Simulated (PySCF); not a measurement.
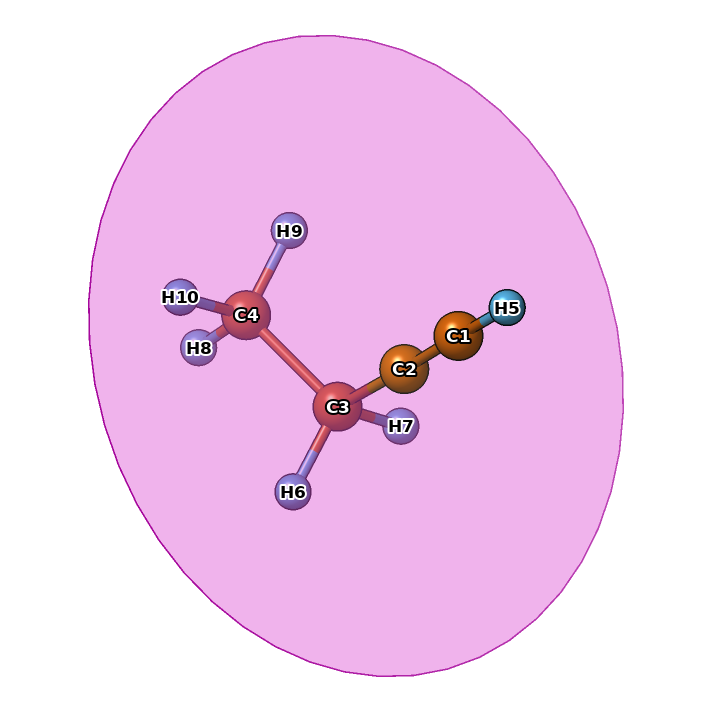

A disc through the centre of mass is drawn in. Atoms fade into the background with distance from the viewer. The computed structure is the end point of a PBE0-D3(BJ)/def2-SVP optimisation. No frequency run is at hand to confirm it as a minimum.

### Is the plane of the disc a mirror plane of the structure?

No. The point group is Cs, with 1 mirror plane, and this plane isn't one of its mirror planes.
